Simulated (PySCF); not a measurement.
# [Lu(H2O)5]3+: shape, vibrations and bonding, part 2 of 2

Aim: find the relaxed shape of [Lu(H2O)5]3+, test it by its vibrations, and read charges and levels. The species was built from a template and needn't be a known compound.

PySCF 2.14.0; PBE0, Lu def2-SVP with ECP28, O def2-SVP, H def2-SVP; scalar-relativistic core potentials, no spin–orbit coupling.

## Step 6: Displaced along the imaginary mode

Steps are kept in the start's point group, C2.

Input file run.py (the lines that set the calculation):

```python
mol = gto.M(atom='''
Lu     0.02947     0.00000     0.00000
O     -0.67960    -0.00322     2.10291
H     -0.84066     0.77228     2.67865
H     -0.84538    -0.77370     2.68384
O     -0.67960     0.00322    -2.10291
H     -0.84066    -0.77228    -2.67865
H     -0.84538     0.77370    -2.68384
O      2.23348     0.00000     0.00000
H      2.84221    -0.77019     0.25000
H      2.84221     0.77019    -0.25000
O     -0.57641     2.15224     0.00076
H     -0.01362     2.95501     0.04837
H     -1.49005     2.50756    -0.03335
O     -0.57641    -2.15224    -0.00076
H     -1.49005    -2.50756     0.03335
H     -0.01362    -2.95501    -0.04837''',
    basis={'Lu': 'def2-SVP', 'O': 'def2-SVP', 'H': 'def2-SVP'},
    ecp={'Lu': 'def2-SVP'},
    charge=3, spin=0)
mf = dft.RKS(mol, xc='PBE0')
mf.grids.atom_grid = (50, 194)  # f atoms: unpruned, at least (60, 302)
mf = mf.density_fit()  # fitting sets: Lu def2-universal-JKFIT, O def2-universal-JKFIT, H def2-universal-JKFIT
mf.conv_tol = 1e-08; mf.max_cycle = 55
mf.kernel(dm0)  # dm0: an SCF of this state at this start
# quasi-Newton relaxation in Cartesian coordinates to a largest gradient under 0.00045 Eh/bohr, steps kept in the point group
```

Started as:

```sh
$ OMP_NUM_THREADS=4 python run.py
```

The driver keeps no SCF log for this step, only its results.

Run time: 5.9 min. Hardware: 4 threads of AMD EPYC 9R45 (Zen 5), shared host.

The steps of the relaxation: (not every step is listed)

| step | energy from step 1 (eV) | largest force component (eV/Å) |
| --- | --- | --- |
| 1 | 0.0000 | 1.2175 |
| 2 | -0.0527 | 0.1801 |
| 3 | -0.0562 | 0.0597 |
| 4 | -0.0591 | 0.2783 |
| 5 | -0.0616 | 0.3800 |
| 6 | -0.0692 | 0.4487 |
| 7 | -0.0818 | 0.2339 |
| 8 | -0.0855 | 0.6753 |
| 9 | -0.0982 | 0.1778 |
| 11 | -0.1093 | 0.2462 |
| 13 | -0.1176 | 0.1277 |
| 15 | -0.1235 | 0.1224 |
| 17 | -0.1257 | 0.0946 |
| 19 | -0.1264 | 0.0924 |
| 21 | -0.1272 | 0.0531 |
| 23 | -0.1282 | 0.0456 |
| 25 | -0.1301 | 0.0532 |
| 27 | -0.1313 | 0.0565 |
| 29 | -0.1325 | 0.0503 |
| 31 | -0.1329 | 0.0419 |
| 33 | -0.1335 | 0.0369 |
| 34 | -0.1337 | 0.0388 |
| 35 | -0.1340 | 0.0316 |
| 36 | -0.1340 | 0.0518 |
| 37 | -0.1342 | 0.0124 |
| 38 | -0.1343 | 0.0108 |

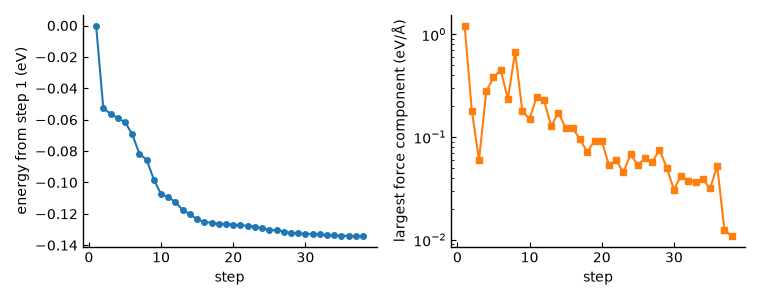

Energy and largest force along the relaxation.

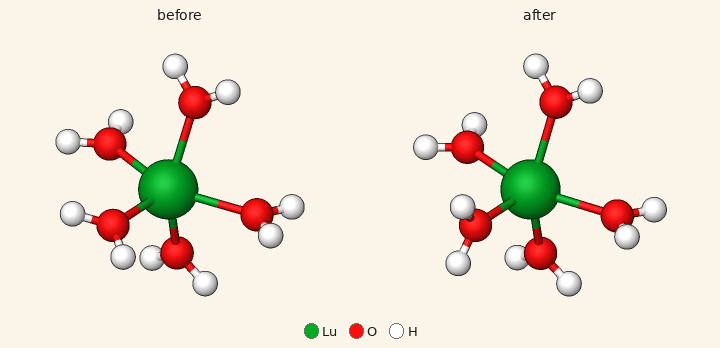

Before and after, at one scale.

Distances of close pairs at the start and the end, largest changes first:

| bond | before (Å) | after (Å) | change (Å) |
| --- | --- | --- | --- |
| O8–H9 | 1.013 | 0.983 | -0.031 |
| O8–H10 | 1.013 | 0.983 | -0.031 |
| Lu1–O8 | 2.204 | 2.195 | -0.009 |
| Lu1–O2 | 2.219 | 2.216 | -0.003 |
| Lu1–O5 | 2.219 | 2.216 | -0.003 |
| Lu1–O11 | 2.236 | 2.237 | +0.002 |
| Lu1–O14 | 2.236 | 2.237 | +0.002 |
| O11–H12 | 0.982 | 0.981 | -0.001 |

It ends in C2 at E = -1616.680161 Eh.

| atom | x (Å) | y (Å) | z (Å) |
| --- | --- | --- | --- |
| Lu1 | -0.02482 | 0.00000 | 0.00000 |
| O2 | -0.73431 | -0.03679 | 2.09924 |
| H3 | -0.94810 | 0.72982 | 2.67018 |
| H4 | -0.90216 | -0.81685 | 2.66755 |
| O5 | -0.73431 | 0.03679 | -2.09924 |
| H6 | -0.94810 | -0.72982 | -2.67018 |
| H7 | -0.90216 | 0.81685 | -2.66755 |
| O8 | 2.17016 | 0.00000 | 0.00000 |
| H9 | 2.77406 | -0.03283 | 0.77434 |
| H10 | 2.77406 | 0.03283 | -0.77434 |
| O11 | -0.49839 | 2.18623 | 0.04672 |
| H12 | 0.13848 | 2.93017 | 0.09670 |
| H13 | -1.37429 | 2.62514 | 0.02360 |
| O14 | -0.49839 | -2.18623 | -0.04672 |
| H15 | -1.37429 | -2.62514 | -0.02360 |
| H16 | 0.13848 | -2.93017 | -0.09670 |

## Step 7: The relaxed geometry turned into its symmetry frame

Input file run.py (the lines that set the calculation):

```python
mol = gto.M(atom='''
Lu     0.01176     0.00000     0.00000
O     -0.69773    -0.03679     2.09924
H     -0.91152     0.72982     2.67018
H     -0.86558    -0.81685     2.66755
O     -0.69773     0.03679    -2.09924
H     -0.91152    -0.72982    -2.67018
H     -0.86558     0.81685    -2.66755
O      2.20673     0.00000     0.00000
H      2.81064    -0.03283     0.77434
H      2.81064     0.03283    -0.77434
O     -0.46181     2.18623     0.04672
H      0.17506     2.93017     0.09670
H     -1.33771     2.62514     0.02360
O     -0.46181    -2.18623    -0.04672
H     -1.33771    -2.62514    -0.02360
H      0.17506    -2.93017    -0.09670''',
    basis={'Lu': 'def2-SVP', 'O': 'def2-SVP', 'H': 'def2-SVP'},
    ecp={'Lu': 'def2-SVP'},
    charge=3, spin=0)
mf = dft.RKS(mol, xc='PBE0')
mf.grids.atom_grid = (50, 194)  # f atoms: unpruned, at least (60, 302)
mf = mf.density_fit()  # fitting sets: Lu def2-universal-JKFIT, O def2-universal-JKFIT, H def2-universal-JKFIT
mf.conv_tol = 1e-08; mf.max_cycle = 55
mf.kernel(dm0)  # dm0: free metal ions and neutral atoms
```

Started as:

```sh
$ OMP_NUM_THREADS=4 python run.py
```

Standard output:

```text
init E= -1607.78579697815
  HOMO = -1.19974562381395  LUMO = -0.714288770677252  gap/eV = 13.20995
cycle= 1 E= -1615.08859072386  delta_E= -7.3  |g|= 2.99  |ddm|= 3.82
  HOMO = -0.550165026492071  LUMO = -0.397534599999955  gap/eV = 4.15329
cycle= 2 E= -1613.06273229811  delta_E= 2.03  |g|= 4.31  |ddm|= 4.11
  HOMO = -0.854644673398405  LUMO = -0.47401547298599  gap/eV = 10.35745
cycle= 3 E= -1616.6317064959  delta_E= -3.57  |g|= 0.846  |ddm|= 2.77
  HOMO = -0.88520293984052  LUMO = -0.488907168468436  gap/eV = 10.78376
cycle= 4 E= -1616.66964611844  delta_E= -0.0379  |g|= 0.46  |ddm|= 0.355
  HOMO = -0.878339200756821  LUMO = -0.508047484750908  gap/eV = 10.07615
cycle= 5 E= -1616.67959336191  delta_E= -0.00995  |g|= 0.0583  |ddm|= 0.141
  HOMO = -0.873122278715489  LUMO = -0.494762423862446  gap/eV = 10.29570
cycle= 6 E= -1616.6801418315  delta_E= -0.000548  |g|= 0.0105  |ddm|= 0.0466
  HOMO = -0.87418423941835  LUMO = -0.494623596004277  gap/eV = 10.32837
cycle= 7 E= -1616.68015627789  delta_E= -1.44e-05  |g|= 0.00535  |ddm|= 0.00831
  HOMO = -0.874040145847653  LUMO = -0.494811482721435  gap/eV = 10.31934
cycle= 8 E= -1616.68016077862  delta_E= -4.5e-06  |g|= 0.000341  |ddm|= 0.00291
  HOMO = -0.87404906282904  LUMO = -0.494824481078478  gap/eV = 10.31923
cycle= 9 E= -1616.68016078966  delta_E= -1.1e-08  |g|= 0.000145  |ddm|= 0.000255
  HOMO = -0.874048300642299  LUMO = -0.494827992517608  gap/eV = 10.31911
cycle= 10 E= -1616.6801607926  delta_E= -2.94e-09  |g|= 4.08e-05  |ddm|= 9.06e-05
  HOMO = -0.874047932636254  LUMO = -0.494827841611694  gap/eV = 10.31910
Extra cycle  E= -1616.68016079239  delta_E= 2.11e-10  |g|= 7.21e-05  |ddm|= 4.64e-05
converged SCF energy = -1616.68016079239
```

Wall time 3.9 s (4 threads of AMD EPYC 9R45 (Zen 5), shared host).

Read off: E = -1616.680161 Eh, HOMO -23.78 eV, LUMO -13.46 eV, Mulliken charge on Lu1 +1.61 e. 

## Step 8: Charges, bond orders and levels

Input file run.py (the lines that set the calculation):

```python
mol = gto.M(atom='''
Lu    -0.02482     0.00000     0.00000
O     -0.73431    -0.03679     2.09924
H     -0.94810     0.72982     2.67018
H     -0.90216    -0.81685     2.66755
O     -0.73431     0.03679    -2.09924
H     -0.94810    -0.72982    -2.67018
H     -0.90216     0.81685    -2.66755
O      2.17016     0.00000     0.00000
H      2.77406    -0.03283     0.77434
H      2.77406     0.03283    -0.77434
O     -0.49839     2.18623     0.04672
H      0.13848     2.93017     0.09670
H     -1.37429     2.62514     0.02360
O     -0.49839    -2.18623    -0.04672
H     -1.37429    -2.62514    -0.02360
H      0.13848    -2.93017    -0.09670''',
    basis={'Lu': 'def2-SVP', 'O': 'def2-SVP', 'H': 'def2-SVP'},
    ecp={'Lu': 'def2-SVP'},
    charge=3, spin=0)
mf = dft.RKS(mol, xc='PBE0')
mf.grids.atom_grid = (75, 302)  # f atoms: unpruned, at least (60, 302)
mf = mf.density_fit()  # fitting sets: Lu def2-universal-JKFIT, O def2-universal-JKFIT, H def2-universal-JKFIT
mf.conv_tol = 1e-09; mf.max_cycle = 55
mf.kernel(dm0)  # dm0: the density of the relaxed state
```

Started as:

```sh
$ OMP_NUM_THREADS=4 python run.py
```

Standard output:

```text
init E= -1616.68015233013
  HOMO = -0.874044917022398  LUMO = -0.494829864021749  gap/eV = 10.31897
cycle= 1 E= -1616.68015233139  delta_E= -1.26e-09  |g|= 0.000225  |ddm|= 0.000203
  HOMO = -0.874044879084702  LUMO = -0.494824856339033  gap/eV = 10.31910
cycle= 2 E= -1616.68015232413  delta_E= 7.26e-09  |g|= 0.000476  |ddm|= 0.000171
  HOMO = -0.874044851417509  LUMO = -0.494829893066757  gap/eV = 10.31896
cycle= 3 E= -1616.68015233389  delta_E= -9.76e-09  |g|= 2.48e-05  |ddm|= 0.000109
  HOMO = -0.874044991998083  LUMO = -0.494829332214442  gap/eV = 10.31898
cycle= 4 E= -1616.68015233398  delta_E= -8.91e-11  |g|= 2.37e-06  |ddm|= 1.32e-05
  HOMO = -0.874044926579638  LUMO = -0.494829265176577  gap/eV = 10.31898
Extra cycle  E= -1616.68015233398  delta_E= 2.73e-12  |g|= 3.1e-06  |ddm|= 2.97e-06
converged SCF energy = -1616.68015233398
```

Run time: 93 s. Hardware: 4 threads of AMD EPYC 9R45 (Zen 5), shared host.

Result: E = -1616.680152 Eh, HOMO -23.78 eV, LUMO -13.46 eV, Mulliken charge on Lu1 +1.61 e, largest force component 0.011 eV/Å. 

Löwdin charges:

Lu1 0.77; O2 0.07; H3 0.19; H4 0.19; O5 0.07; H6 0.19; H7 0.19; O8 0.08; H9 0.19; H10 0.19; O11 0.06; H12 0.19; H13 0.19; O14 0.06; H15 0.19; H16 0.19

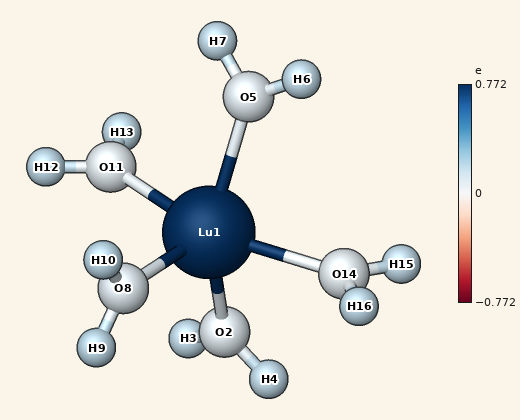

Löwdin charges, as colours on the atoms.

Mulliken charges: Lu1 +1.61, O2 -0.32, H3 +0.30, H4 +0.30, O5 -0.32, H6 +0.30, H7 +0.30, O8 -0.34, H9 +0.31, H10 +0.31, O11 -0.34, H12 +0.30, H13 +0.30, O14 -0.34, H15 +0.30, H16 +0.30 e.

Contacts (the nearest donor of each ligand) and Mayer bond orders:

| contact | distance (Å) | bond order |
| --- | --- | --- |
| Lu1–O2 (H2O) | 2.216 | 0.50 |
| Lu1–O5 (H2O) | 2.216 | 0.50 |
| Lu1–O8 (H2O) | 2.195 | 0.51 |
| Lu1–O11 (H2O) | 2.237 | 0.47 |
| Lu1–O14 (H2O) | 2.237 | 0.47 |

Mulliken populations of Lu1 outside the core potential: s 4.24, p 12.32, d 10.77, f 14.06.

The fields below are evaluated on a grid from the run's orbitals.

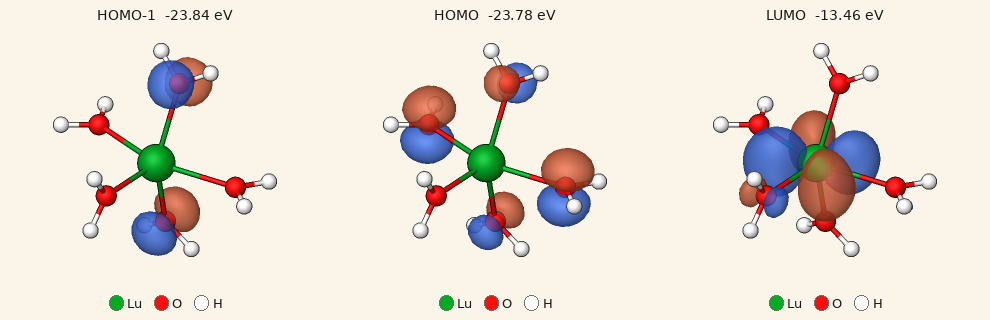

PBE0 orbitals near the gap, drawn at the value that encloses 70 % of each; the two colours are the two signs.

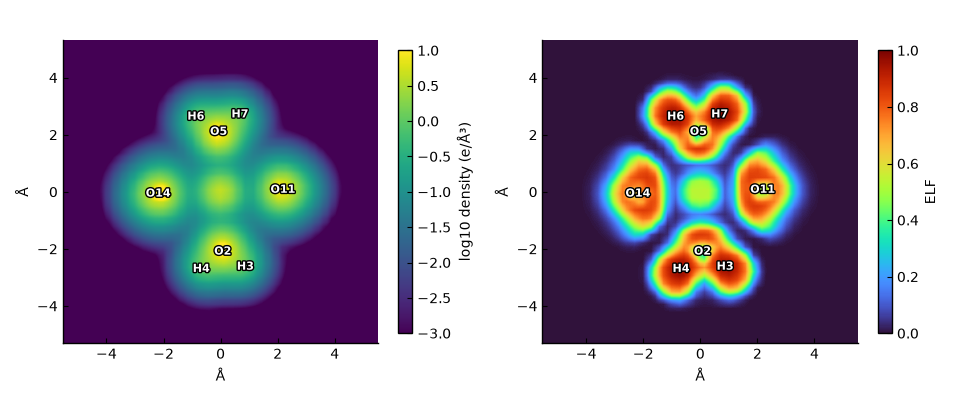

Density (left) and ELF (right) in a plane through or near 8 of the atoms.

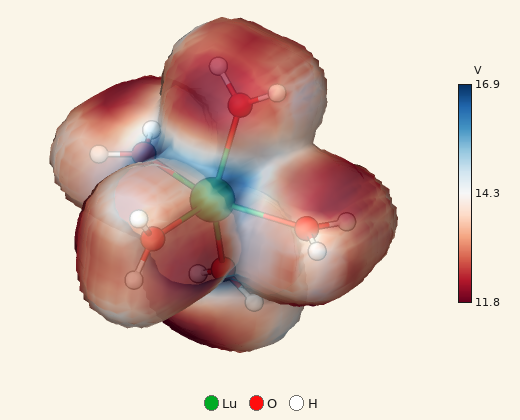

The potential that a unit positive charge feels on the 0.002 e/bohr³ surface, from 11.78 V near O2 to 16.87 V near Lu1.

## Step 9: Outcome

The summary covers parts 1 to 2.

| quantity | value |
| --- | --- |
| state and point group | singlet, C2 |
| first geometry: modes | -205 to 3732 cm⁻¹, 2 unstable |
| first geometry: strongest infrared band (modes within 1.5 cm⁻¹ summed) | 628 cm⁻¹ (1099 km/mol) |
| metal–ligand contacts | 2.19 to 2.24 Å |
| frontier levels | HOMO -23.78 eV, LUMO -13.46 eV |
| dipole about the centre of mass | 0.13 D |
| mean polarisability | 6.2 Å³ |

In words: At the first geometry 2 modes are unstable, so this structure is a saddle point; the molecule was then pushed along the lowest one and relaxed again. The metal carries +0.77 e by Löwdin's partition against a formal +3, and bond orders to the nearest donors reach 0.51. Both measures hang on the basis. Leaving the first, C2v structure gained 0.09 eV and gave C2. No vibrations are shown for the final structure, so this session doesn't show it to be a minimum. One start shape was tried, so another isomer may lie lower. These are double-zeta-type bases without diffuse functions. Spin–orbit coupling is left out.
